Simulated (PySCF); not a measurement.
## Electronic structure of C6H9ClN2Si (SMILES Nc1ccc([SiH2]CCl)nc1) in real space

```xyz
19

N     3.4481   -0.7344   -0.7992
C     2.1980   -0.3096   -0.4298
C     2.0112    0.8295    0.3580
C     0.7339    1.1669    0.7544
C    -0.3460    0.3773    0.3651
Si   -2.1268    0.7613    0.8477
C    -3.2086   -0.6277    0.1187
Cl   -4.9143   -0.3402    0.5497
N    -0.1628   -0.7091   -0.3866
C     1.0497   -1.0396   -0.7660
H     4.1974   -0.0641   -0.7515
H     3.5058   -1.3996   -1.5518
H     2.8642    1.4291    0.6467
H     0.5604    2.0410    1.3633
H    -2.5572    2.0516    0.2958
H    -2.2821    0.7870    2.3066
H    -2.9491   -1.6090    0.5071
H    -3.1628   -0.6677   -0.9664
H     1.1312   -1.9334   -1.3742
```

Geometry: GFN2-xTB.

Computed with PBE0/pcSseg-1, SCF density, gas phase, non-relativistic (PySCF 2.14.0).

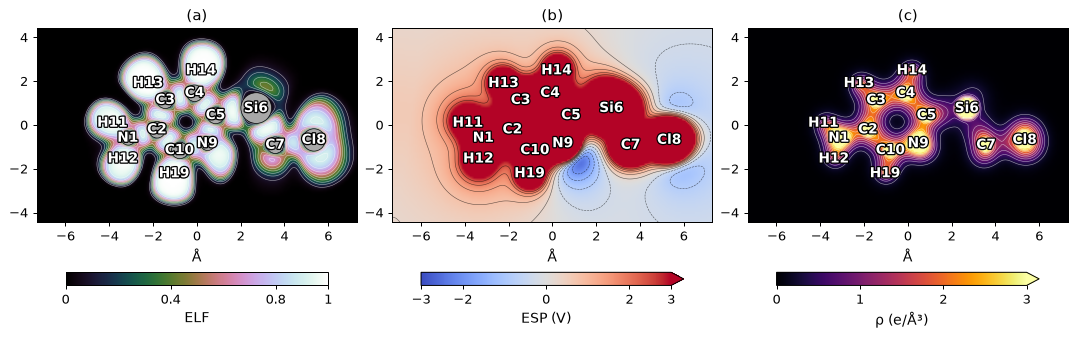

Figure 1. (a) electron localisation function; (b) molecular electrostatic potential; (c) total electron density on the plane of atoms C5, N9 and C10. Grey discs cover the atomic cores in the ELF map.

Q: Describe what can be read from this map.

A: The plane passes through N, C, Si, Cl and H nuclei.
C–N (1.31 Å): ρ is about 2.5 e/Å³ halfway; the ELF peaks at about 0.90 between the atoms; a covalent bond.
C–C (1.38 Å): ρ is about 2.1 e/Å³ halfway; the ELF peaks at about 0.95 between the atoms, as expected for a covalent bond.
C–Cl (1.78 Å): ρ at the midpoint is about 1.3 e/Å³; the ELF peaks at about 0.90 between the atoms (a shared electron pair).
C–Si (1.88 Å): ρ is about 0.96 e/Å³ halfway; the ELF peaks at about 1 between the atoms: a covalent bond.
N–H (1.01 Å): the density is about 2.9 e/Å³ at the midpoint; the ELF climbs to about 1 towards the hydrogen, as it does in any bond to H; a covalent bond by its length.
The ELF also peaks beside Cl8 and N9, away from the bonds: lone-pair regions.
Outside the dense part of the molecule the potential is most negative (−2.4 V) near N9.

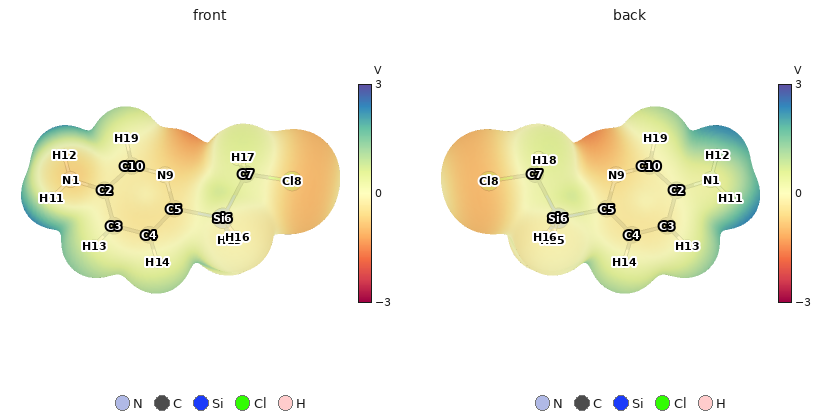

Figure 2. The molecular electrostatic potential painted on the density surface at 0.002 e/bohr³, seen from the front and from behind; the colour scale runs from red (negative) to blue (positive).

Q: Describe the electrostatic potential map.

A: The most negative region (about −1.4 V) lies over N9, the most positive (about +2.3 V) over H11 and H12. N9 is the likeliest acceptor of a hydrogen bond.

Q: What dipole moment does the calculation give?

A: Its dipole moment is 6.35 D.
